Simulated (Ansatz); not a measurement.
Calculation: PBE (plane waves to 420 eV, PAW; Ansatz, a program for electronic structure).

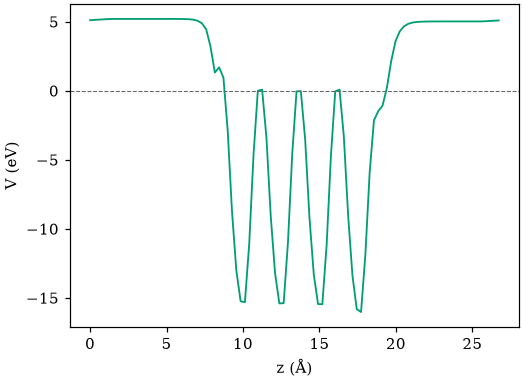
Plane-averaged electrostatic potential energy along the normal, in eV from the highest filled level, for a constructed model of the (000-1) surface of 4H silicon carbide, C-terminated, (√3x√3)R30° Si adatom at H3 (bottom of the slab: 3 H on 3 bottom sites)

Slab: 28 atoms, 10.6 Å thick at the start with caps and adatoms (thin: gaps and levels are the slab's own); k 6x6x1, smearing 0.025 eV, dipole-corrected; 6 atoms held, the rest relaxed; held to the start's symmetry, so lower structures may exist; spin-polarised, ending with about 1.0 μB a cell; orders that need a larger cell were not tried, no spin-orbit, no U. In PBE it is, or lies within 0.01 eV a 1x1 cell of, the lowest of the 2 structures of its composition computed so far; subsurface sites and larger cells were not tried.

The vacuum level lies 5.02 eV above the highest filled level over the top face and 5.20 eV above it under the bottom face.
